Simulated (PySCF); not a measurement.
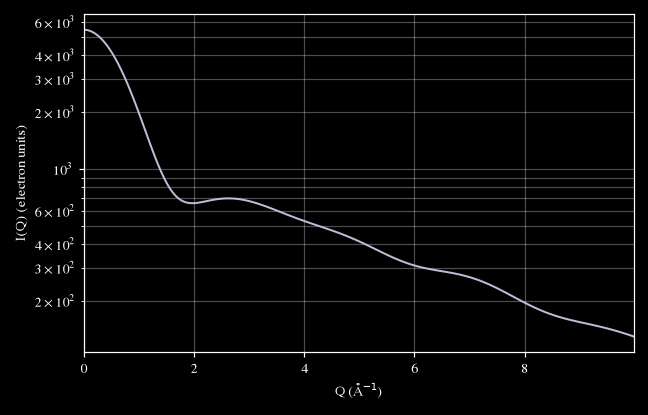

Elastic X-ray scattering of a randomly oriented, rigid molecule, calculated with the Debye equation from neutral-atom form factors (independent atoms, no Compton part, no vibration). The geometry is the end point of an optimisation (PySCF 2.14.0, density-fitted response routines, PBE0-D3(BJ)/def2-SVP geometry optimisation, gas phase); it may be a saddle point or a higher isomer. It contains C, As, H.

How many electrons does the independent-atom model of the molecule hold?

I(0) is the square of the electron number: I(0) = 5470, so about 74 electrons, the count of C5H11As.

What radius of gyration does the initial fall-off give?

From I(Q) ≈ I(0) exp(−Q²R²/3) at small Q, R ≈ 1.80 Å. It is larger than the electron-weighted radius of the nuclear positions alone (1.65 Å), because each atom's electron cloud adds to it.
